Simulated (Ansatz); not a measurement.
**Run report: Ir12F, geometry relaxation (part 2 of 2)**

Continued. System: Ir12F (slab, 13 atoms in the cell). Method: DFT PBE, scalar-relativistic, plane waves, PAW, no spin polarisation (Ansatz 0.2.0); cutoff 420 eV, 4×4×1 k-mesh, Gaussian smearing of 0.1 eV. The input holds or restrains some coordinates. Forces given for the steps count only the free coordinates. It belongs to a series of runs on one base structure; here: end point A relaxed.

Output, continued
```
  k-point 0: bands = ["-85.8603", "-85.8202", "-85.8165", "-85.8164", "-85.8048", "-85.3262", "-85.3216", "-85.2904", "-85.2900", "-85.2896", "-85.2895", "-85.2356", "-43.0515", "-43.0307", "-43.0307", "-42.9715", "-42.8791", "-42.8787", "-42.8559", "-42.6968", "-42.6852", "-42.6851", "-42.5580", "-42.5579", "-42.5550", "-42.5406", "-42.4592", "-42.4590", "-42.4377", "-42.4039", "-42.4038", "-42.2127", "-42.2122", "-42.1245", "-42.0845", "-42.0690", "-42.0609", "-42.0607", "-42.0586", "-42.0585", "-42.0156", "-42.0138", "-42.0137", "-41.9830", "-41.9826", "-41.9737", "-41.9172", "-41.9170", "-15.1818", "-3.1177", "-1.1066", "-0.7360", "-0.4156", "-0.4058", "-0.4058", "-0.1544", "-0.1162", "-0.1162", "0.3824", "0.3935", "0.3939", "0.7523", "0.7525", "0.7551", "1.6577", "2.0830", "2.0830", "2.3545", "2.9394", "2.9401", "3.0888", "3.2926", "3.3021", "3.3021", "3.5639", "3.5646", "3.7163", "3.7163", "3.7342", "3.7363", "3.9862", "3.9863", "4.0983", "4.0983", "4.4248", "4.4254", "4.8856", "5.7920", "5.7925", "5.8209", "5.8801", "5.9499", "5.9507", "6.1746", "6.1749", "6.3031", "6.7058", "6.7058", "7.3772", "7.4320", "7.4321", "7.5442", "7.5443", "7.6149", "7.7578", "7.7581", "7.9846", "8.0808", "8.0810", "8.0927", "8.2619", "8.2622", "8.4852", "8.4852", "8.5681", "8.6587", "8.6589", "8.6677", "8.8217", "10.2908", "10.2914", "10.6002", "10.6378", "10.6379", "10.7217", "12.5507", "13.5815"]
  k-point 1: bands = ["-85.8540", "-85.8236", "-85.8177", "-85.8164", "-85.8063", "-85.3208", "-85.3177", "-85.2944", "-85.2938", "-85.2899", "-85.2897", "-85.2367", "-43.0029", "-42.9827", "-42.9564", "-42.9448", "-42.8665", "-42.8612", "-42.8429", "-42.6966", "-42.6741", "-42.6555", "-42.6045", "-42.6010", "-42.5347", "-42.5018", "-42.4825", "-42.4279", "-42.4205", "-42.4140", "-42.3936", "-42.2515", "-42.2034", "-42.1173", "-42.1092", "-42.1045", "-42.1014", "-42.0655", "-42.0541", "-42.0497", "-42.0427", "-42.0222", "-42.0207", "-42.0180", "-41.9989", "-41.9957", "-41.9719", "-41.9375", "-15.1816", "-2.5324", "-0.5259", "-0.4094", "-0.1711", "0.0527", "0.0652", "0.0945", "0.2237", "0.2605", "0.5634", "0.6948", "0.7015", "1.0291", "1.3306", "1.3386", "1.6827", "2.1072", "2.1989", "2.3878", "2.6858", "2.9603", "2.9966", "3.0526", "3.2020", "3.2583", "3.2729", "3.4199", "3.5824", "3.6014", "3.7722", "3.8635", "3.9494", "4.0063", "4.0373", "4.1064", "4.3417", "4.4156", "4.5894", "5.0877", "5.1694", "5.2493", "5.3733", "5.6200", "5.6412", "5.6692", "5.7298", "5.7769", "5.8712", "6.0674", "6.1462", "6.4876", "6.7459", "6.9227", "6.9267", "7.0419", "7.1124", "7.1391", "7.2722", "7.5106", "7.5194", "7.5532", "7.7370", "7.7740", "7.7985", "8.0489", "8.0885", "8.1593", "8.7278", "9.8082", "9.8883", "10.0430", "10.5386", "10.6131", "11.0007", "12.1903", "12.5450", "12.9663", "14.0583"]
  k-point 2: bands = ["-85.8420", "-85.8342", "-85.8179", "-85.8164", "-85.8073", "-85.3117", "-85.3112", "-85.3020", "-85.3011", "-85.2899", "-85.2897", "-85.2378", "-42.9481", "-42.9141", "-42.9133", "-42.8767", "-42.8433", "-42.8283", "-42.7689", "-42.7255", "-42.7028", "-42.6941", "-42.6431", "-42.6320", "-42.5883", "-42.4854", "-42.4764", "-42.4278", "-42.3628", "-42.3613", "-42.2421", "-42.2301", "-42.2151", "-42.2125", "-42.1987", "-42.1841", "-42.1468", "-42.1252", "-42.0750", "-42.0581", "-42.0321", "-42.0310", "-42.0263", "-42.0201", "-42.0183", "-42.0049", "-41.9750", "-41.9708", "-15.1813", "-1.1912", "-1.1722", "0.3356", "0.3574", "0.6393", "0.6975", "0.7415", "0.7684", "0.7891", "0.8249", "1.3026", "1.4171", "1.6296", "1.7665", "1.8677", "1.9447", "1.9622", "2.1764", "2.2473", "2.3108", "2.6066", "2.6335", "2.7278", "2.9149", "3.0317", "3.3041", "3.3935", "3.5473", "3.6191", "3.6209", "3.6802", "3.7990", "4.0009", "4.0166", "4.0750", "4.0912", "4.1282", "4.1380", "4.1774", "4.2520", "4.3463", "4.7453", "4.9756", "5.0582", "5.0734", "5.4311", "5.4913", "5.5116", "5.7380", "5.7496", "5.8725", "5.8808", "5.9438", "6.1126", "6.2042", "6.6560", "6.6974", "6.7442", "6.7583", "6.7909", "7.1026", "7.5289", "7.8147", "7.9019", "7.9387", "8.1917", "8.3401", "9.2601", "9.9656", "10.1778", "10.2475", "10.9959", "11.0112", "12.1712", "12.3939", "12.7794", "13.4587", "14.1125"]
  k-point 9: bands = ["-85.8420", "-85.8342", "-85.8179", "-85.8164", "-85.8073", "-85.3118", "-85.3112", "-85.3022", "-85.3008", "-85.2899", "-85.2897", "-85.2378", "-42.9480", "-42.9141", "-42.9133", "-42.8767", "-42.8432", "-42.8283", "-42.7689", "-42.7256", "-42.7028", "-42.6941", "-42.6431", "-42.6320", "-42.5884", "-42.4854", "-42.4764", "-42.4278", "-42.3629", "-42.3613", "-42.2421", "-42.2300", "-42.2150", "-42.2126", "-42.1987", "-42.1840", "-42.1468", "-42.1250", "-42.0750", "-42.0580", "-42.0322", "-42.0309", "-42.0262", "-42.0201", "-42.0184", "-42.0048", "-41.9751", "-41.9708", "-15.1813", "-1.1912", "-1.1723", "0.3356", "0.3574", "0.6393", "0.6975", "0.7415", "0.7685", "0.7892", "0.8249", "1.3025", "1.4170", "1.6293", "1.7664", "1.8679", "1.9447", "1.9620", "2.1765", "2.2473", "2.3109", "2.6070", "2.6336", "2.7279", "2.9149", "3.0313", "3.3039", "3.3937", "3.5472", "3.6187", "3.6211", "3.6803", "3.7990", "4.0010", "4.0165", "4.0751", "4.0912", "4.1283", "4.1381", "4.1773", "4.2520", "4.3463", "4.7454", "4.9755", "5.0581", "5.0736", "5.4309", "5.4914", "5.5116", "5.7380", "5.7495", "5.8724", "5.8809", "5.9437", "6.1126", "6.2042", "6.6560", "6.6974", "6.7441", "6.7582", "6.7907", "7.1029", "7.5289", "7.8147", "7.9019", "7.9383", "8.1917", "8.3403", "9.2601", "9.9658", "10.1778", "10.2475", "10.9958", "11.0112", "12.1715", "12.3937", "12.7793", "13.4583", "14.1125"]
--- Relaxed structure (5 steps of the walk, 4 accepted, 0 SCFs on fresh bases) ---
  F+E_penalty+E_count = -144024.37334047 eV   max|allowed force component| = 1.177e-2 eV/Å
  atoms:
    - { symbol: Ir, position: [0.1666667, 0.16666669999999997, 0.06084929999999999] }
    - { symbol: Ir, position: [0.6666667, 0.16666669999999997, 0.06084929999999999] }
    - { symbol: Ir, position: [0.1666667, 0.6666666999999998, 0.06084929999999999] }
    - { symbol: Ir, position: [0.6666667, 0.6666666999999998, 0.06084929999999999] }
    - { symbol: Ir, position: [-0.1683603040502506, 0.3341812461575249, 0.19451651947180995] }
    - { symbol: Ir, position: [0.3341910394413486, 0.3342025739844915, 0.19445229007932463] }
    - { symbol: Ir, position: [-0.16666674172904328, 0.8333325627616037, 0.19352437175005038] }
    - { symbol: Ir, position: [0.33419709336560105, 0.8315960038419316, 0.19443200657219675] }
    - { symbol: Ir, position: [-0.0005132579078967067, -0.0005789067842899038, 0.32576400851780074] }
    - { symbol: Ir, position: [0.500977415207885, -0.000498409686942021, 0.325781684497924] }
    - { symbol: Ir, position: [-0.0005393293919277453, 0.5011260640033737, 0.3257586219109834] }
    - { symbol: Ir, position: [0.5000546336864419, 0.499961231798325, 0.33142753062826236] }
    - { symbol: F, position: [0.49951860924778185, 0.5003365620534436, 0.45093995338977166] }
```

Trajectory as extended XYZ (Å, eV, eV/Å), 5 frames, from step=1 to step=5
```
13
Lattice="5.4306 0.0000 0.0000 2.7153 4.7030 0.0000 0.0000 0.0000 16.4340" Properties=species:S:1:pos:R:3:forces:R:3 step=1 energy=-144024.26662
Ir    1.3576    0.7838    1.0000    0.0111  -0.0105  -0.0963
Ir    4.0729    0.7838    1.0000    0.0042   0.1181   0.4299
Ir    2.7153    3.1353    1.0000    0.1051  -0.0624   0.4396
Ir    5.4306    3.1353    1.0000   -0.1003  -0.0644   0.4325
Ir    0.0000    1.5677    3.2170   -0.0672   0.0380   0.1368
Ir    2.7153    1.5677    3.2170    0.0612   0.0313   0.0806
Ir    1.3576    3.9192    3.2170   -0.0086   0.0081   0.1305
Ir    4.0729    3.9192    3.2170    0.0028  -0.0662   0.0633
Ir    0.0000    0.0000    5.4341   -0.0462   0.0080  -0.6083
Ir    2.7153    0.0000    5.4341    0.0469  -0.0187  -0.6070
Ir    1.3576    2.3515    5.4341   -0.0228   0.0319  -0.6085
Ir    4.0729    2.3515    5.4341   -0.0489   0.0468   1.0528
F     4.0156    2.4063    7.4641    0.0627  -0.0599  -0.8463
13
Lattice="5.4306 0.0000 0.0000 2.7153 4.7030 0.0000 0.0000 0.0000 16.4340" Properties=species:S:1:pos:R:3:forces:R:3 step=2 energy=-144024.21878 accepted=F
Ir    1.3576    0.7838    1.0000   -0.0106   0.0102  -0.5611
Ir    4.0729    0.7838    1.0000   -0.0003   0.2799  -0.5380
Ir    2.7153    3.1353    1.0000    0.2126  -0.1225  -0.5422
Ir    5.4306    3.1353    1.0000   -0.2353  -0.1353  -0.5387
Ir   -0.0146    1.5772    3.1603   -0.0004   0.0043  -0.2029
Ir    2.7232    1.5767    3.1550   -0.0046   0.0143  -0.1341
Ir    1.3542    3.9225    3.1377    0.0189  -0.0179  -0.3570
Ir    4.0700    3.9098    3.1534   -0.0112  -0.0033  -0.1130
Ir   -0.0085    0.0043    5.2401   -0.0081  -0.0438   1.0323
Ir    2.7152    0.0023    5.2392    0.0138  -0.0175   1.0452
Ir    1.3516    2.3589    5.2404    0.0258   0.0310   1.0277
Ir    4.0684    2.3558    5.3897   -0.0166   0.0161   0.2713
F     4.0449    2.3783    7.3747    0.0161  -0.0155  -0.3871
13
Lattice="5.4306 0.0000 0.0000 2.7153 4.7030 0.0000 0.0000 0.0000 16.4340" Properties=species:S:1:pos:R:3:forces:R:3 step=3 energy=-144024.36945
Ir    1.3576    0.7838    1.0000   -0.0018   0.0017  -0.2489
Ir    4.0729    0.7838    1.0000    0.0009   0.2084   0.0514
Ir    2.7153    3.1353    1.0000    0.1681  -0.0973   0.0528
Ir    5.4306    3.1353    1.0000   -0.1769  -0.1034   0.0519
Ir   -0.0075    1.5726    3.1968   -0.0261   0.0158  -0.0933
Ir    2.7193    1.5724    3.1934    0.0252   0.0174  -0.0701
Ir    1.3559    3.9208    3.1802    0.0039  -0.0037  -0.0747
Ir    4.0714    3.9144    3.1924   -0.0019  -0.0305  -0.0631
Ir   -0.0054    0.0018    5.3441   -0.0156  -0.0191   0.0774
Ir    2.7164    0.0006    5.3442    0.0164  -0.0119   0.0756
Ir    1.3544    2.3563    5.3441    0.0067   0.0238   0.0778
Ir    4.0707    2.3536    5.4243   -0.0129   0.0124  -0.0222
F     4.0482    2.3751    7.3798    0.0140  -0.0134   0.1853
13
Lattice="5.4306 0.0000 0.0000 2.7153 4.7030 0.0000 0.0000 0.0000 16.4340" Properties=species:S:1:pos:R:3:forces:R:3 step=4 energy=-144024.37306
Ir    1.3576    0.7838    1.0000   -0.0028   0.0027  -0.2089
Ir    4.0729    0.7838    1.0000    0.0004   0.2108   0.0704
Ir    2.7153    3.1353    1.0000    0.1733  -0.1002   0.0700
Ir    5.4306    3.1353    1.0000   -0.1801  -0.1046   0.0704
Ir   -0.0081    1.5728    3.1979   -0.0009   0.0007  -0.0430
Ir    2.7209    1.5726    3.1954    0.0028   0.0025  -0.0201
Ir    1.3565    3.9203    3.1808    0.0029  -0.0028  -0.0131
Ir    4.0718    3.9126    3.1946   -0.0006  -0.0044  -0.0130
Ir   -0.0050    0.0005    5.3514   -0.0110  -0.0209   0.0198
Ir    2.7176   -0.0005    5.3516    0.0106  -0.0096   0.0171
Ir    1.3555    2.3562    5.3514    0.0096   0.0218   0.0206
Ir    4.0717    2.3527    5.4413   -0.0100   0.0094   0.0617
F     4.0620    2.3619    7.4078    0.0057  -0.0055  -0.0321
13
Lattice="5.4306 0.0000 0.0000 2.7153 4.7030 0.0000 0.0000 0.0000 16.4340" Properties=species:S:1:pos:R:3:forces:R:3 step=5 energy=-144024.37334
Ir    1.3576    0.7838    1.0000   -0.0002   0.0002  -0.2035
Ir    4.0729    0.7838    1.0000    0.0013   0.2075   0.0700
Ir    2.7153    3.1353    1.0000    0.1793  -0.1040   0.0689
Ir    5.4306    3.1353    1.0000   -0.1788  -0.1052   0.0697
Ir   -0.0069    1.5717    3.1967    0.0001  -0.0004  -0.0058
Ir    2.7223    1.5718    3.1956   -0.0024  -0.0028   0.0045
Ir    1.3576    3.9192    3.1804   -0.0011   0.0010   0.0114
Ir    4.0729    3.9110    3.1953    0.0009   0.0044   0.0078
Ir   -0.0044   -0.0027    5.3536    0.0012   0.0028  -0.0055
Ir    2.7192   -0.0023    5.3539    0.0024  -0.0008  -0.0118
Ir    1.3578    2.3568    5.3535   -0.0013  -0.0040  -0.0035
Ir    4.0731    2.3513    5.4467   -0.0026   0.0023  -0.0037
F     4.0712    2.3531    7.4108    0.0012  -0.0011   0.0015
```

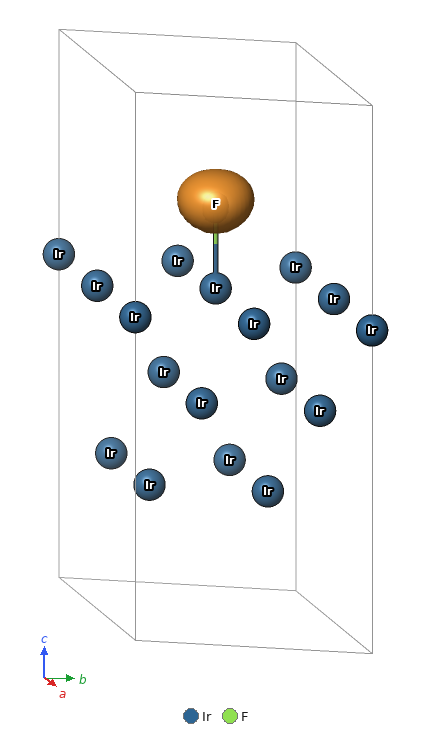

Fig. 1: Isosurface of the electron localisation function at 0.7 (orange), seen slightly off an axis. Only the valence region is drawn (cores and ρ < 0.01 e/Å³ removed). Sticks mark near contacts. Along the contacts the grid gives the following. Ir–F (1.96 Å): the ELF peaks at about 0.75 in the valence shell of F, 0.6 Å from its nucleus, and drops to about 0.20 between the two atoms (no shared pair; the contact is polar). In a PAW calculation such maps are meaningful between the atoms, not at the nuclei.

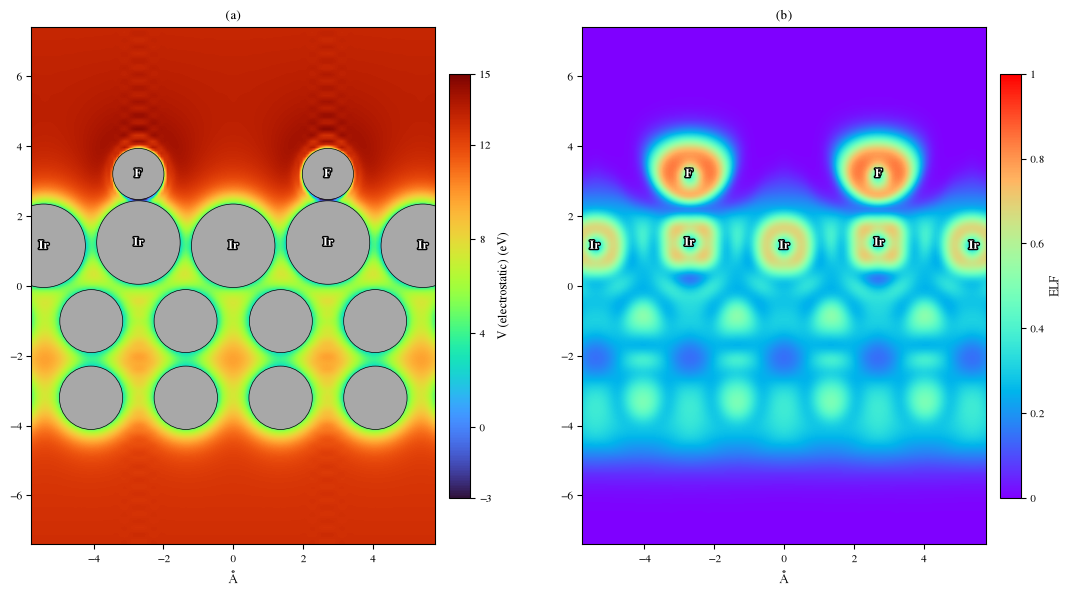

Fig. 2: (a) electrostatic potential (local pseudopotential plus Hartree) felt by an electron; (b) electron localisation function on the (110) plane of the calculation cell, a cut from vacuum to vacuum. Grey discs, where drawn, cover atomic cores. Ir–F (1.96 Å): the ELF peaks at about 0.75 in the valence shell of F, 0.6 Å from its nucleus, and drops to about 0.20 between the two atoms (no shared pair; the contact is polar). The strong features right at Ir lie inside the PAW spheres (semicore, d or f shells) and say nothing about bonding.

The run was set up as follows.

The input
```yaml
crystal:
  lattice:
    - [5.43058, 0.0, 0.0]
    - [2.71529, 4.70302, 0.0]
    - [0.0, 0.0, 16.43405]
  atoms:
    - { symbol: Ir, position: [0.1666667, 0.1666667, 0.0608493] }
    - { symbol: Ir, position: [0.6666667, 0.1666667, 0.0608493] }
    - { symbol: Ir, position: [0.1666667, 0.6666667, 0.0608493] }
    - { symbol: Ir, position: [0.6666667, 0.6666667, 0.0608493] }
    - { symbol: Ir, position: [-0.1666667, 0.3333333, 0.1957536] }
    - { symbol: Ir, position: [0.3333333, 0.3333333, 0.1957536] }
    - { symbol: Ir, position: [-0.1666667, 0.8333333, 0.1957536] }
    - { symbol: Ir, position: [0.3333333, 0.8333333, 0.1957536] }
    - { symbol: Ir, position: [0.0, 0.0, 0.330658] }
    - { symbol: Ir, position: [0.5, 0.0, 0.330658] }
    - { symbol: Ir, position: [0.0, 0.5, 0.330658] }
    - { symbol: Ir, position: [0.5, 0.5, 0.330658] }
    - { symbol: F, position: [0.4836118, 0.5116545, 0.454182] }
basis:
  ecutwfc: 420.0
kpoints:
  mp_grid: { grid: [4, 4, 1] }
hamiltonian:
  xc: pbe
scf:
  occupations: { method: gaussian, width: 0.1 }
  lower_state_search: "off"
relax:
  f_tol: 0.03
  max_steps: 60
  adjacent_minimum: "off"
  constraints: [{ sites: [0, 1, 2, 3] }]
output:
  write_density: true
  write_potential: true
  elf: true
  volumetric_format: npy
```

Launch command:
```bash
ansatz run input.yaml --threads 4 --pin off --max-ram 10240MiB --backend cpu --events-out ev --progress --plain --runs-dir out
```

Results in brief

```json
{"quantity": "outcome", "value": "converged under the restraints of the input"}
{"quantity": "electrons treated", "value": "211"}
{"quantity": "free energy", "value": "−144024.3733 eV"}
{"quantity": "Fermi energy", "value": "7.108 eV"}
{"quantity": "final volume", "value": "419.73 Å³"}
{"quantity": "largest force (length of the vector) at the end, held atoms and coordinates included", "value": "0.219 eV/Å"}
{"quantity": "hardware", "value": "4 threads of Arm Neoverse V2, 24 GiB of memory available, shared host"}
{"quantity": "wall time", "value": "56 s (CPU time 3.6 min)"}
{"quantity": "peak memory", "value": "1.6 GiB"}
```

Notes

The program warns: the exchange-correlation potential is rough where the density is thin. Spin–orbit coupling is left out, which matters for Ir. The cell holds an odd number of electrons but the run has no spin polarisation, so a band is left half filled.
